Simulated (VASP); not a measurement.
## Electronic structure of YPdF in real space

```yaml
crystal:
  lattice:
    - [3.85167, 0.00000, 0.00000]
    - [-1.92583, 3.33564, 0.00000]
    - [0.00000, 0.00000, 4.36427]
  atoms:
    - { symbol: Y, position: [0.00000, 0.00000, 0.00000] }
    - { symbol: Pd, position: [0.66667, 0.33333, 0.50000] }
    - { symbol: F, position: [0.33333, 0.66667, 0.50000] }
```

Space group P-6m2; a structure from a database of computed crystals, not necessarily the ambient phase; a generated structure, not necessarily the stable one; computed pressure about 3 GPa in this cell.

Computed with VASP 6.6.1, Kohn-Sham DFT of a periodic cell, PBE, VASP PAW PBE potentials, recommended.

In a PAW calculation such maps are meaningful between the atoms, not at the nuclei.

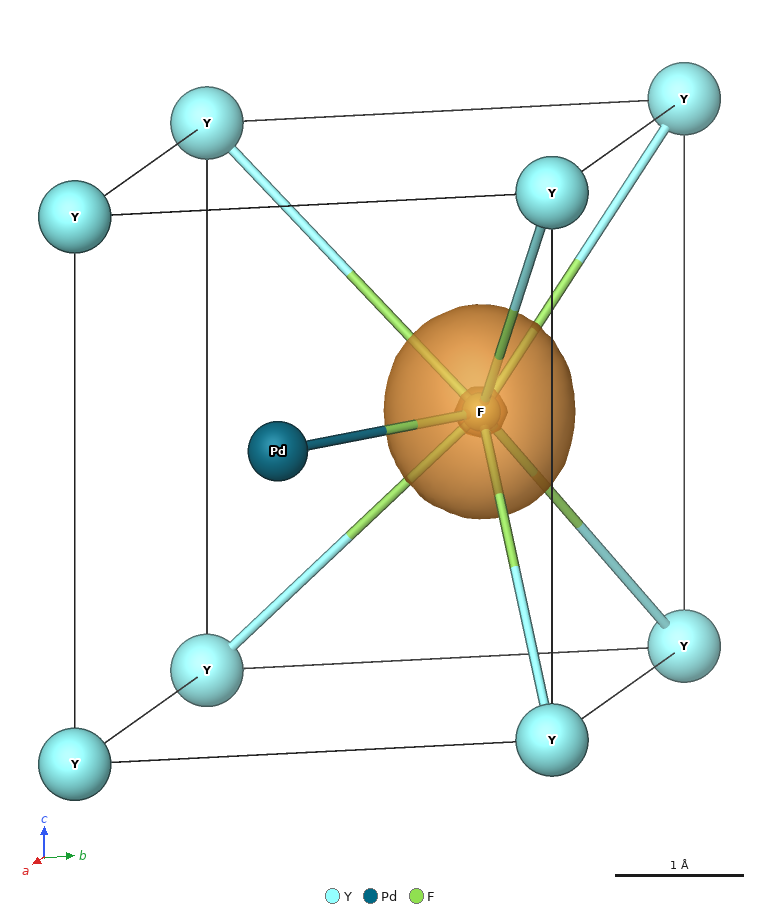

Figure 1. Isosurface of the ELF at 0.65 (orange), seen slightly off an axis. Only the valence region is drawn (cores and ρ < 0.01 e/Å³ removed). Sticks mark near contacts.

> Where are the electrons localised?

At this value the surface marks out one region wrapped around F (its valence shell), counted in one cell of 3 atoms. Any copies at cell faces, edges or corners count once.


Pd–F (2.22 Å): the ELF is about 0.10 at the midpoint; no shared electron pair shows on this line. Y–F (3.12 Å): the ELF is about 0.05 at the midpoint; a closed-shell, largely ionic contact.

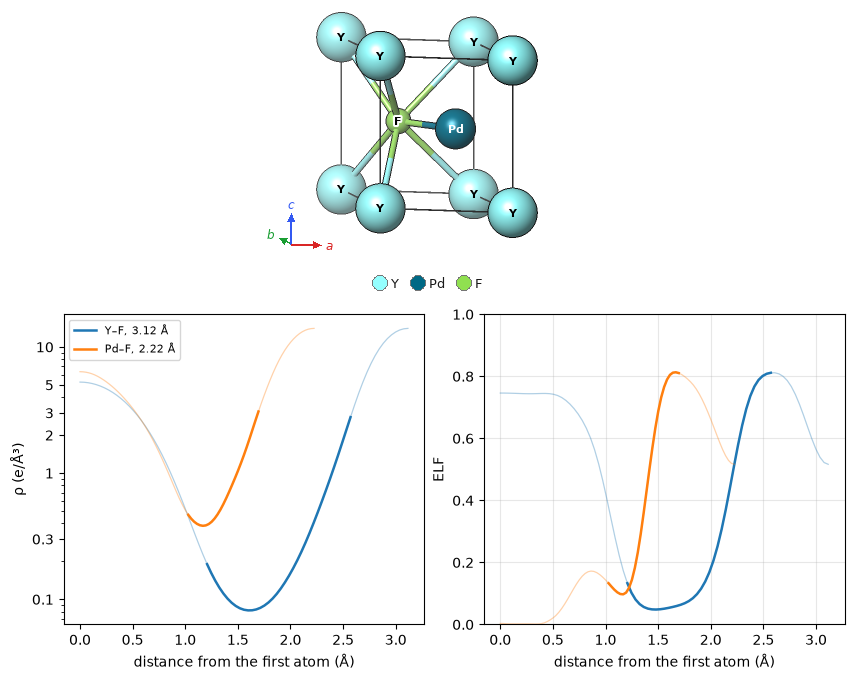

Figure 2. Valence pseudo-density and electron localisation function along straight lines between neighbouring atoms. Thin, pale parts lie inside the atomic spheres. The structure is drawn too.

> What can be read from the curves?

Y–F (3.12 Å): ρ is about 0.08 e/Å³ halfway; the ELF is about 0.05 at the midpoint: a closed-shell, largely ionic contact.
Pd–F (2.22 Å): ρ is about 0.4 e/Å³ halfway; the ELF is about 0.10 at the midpoint: no shared electron pair shows on this line.
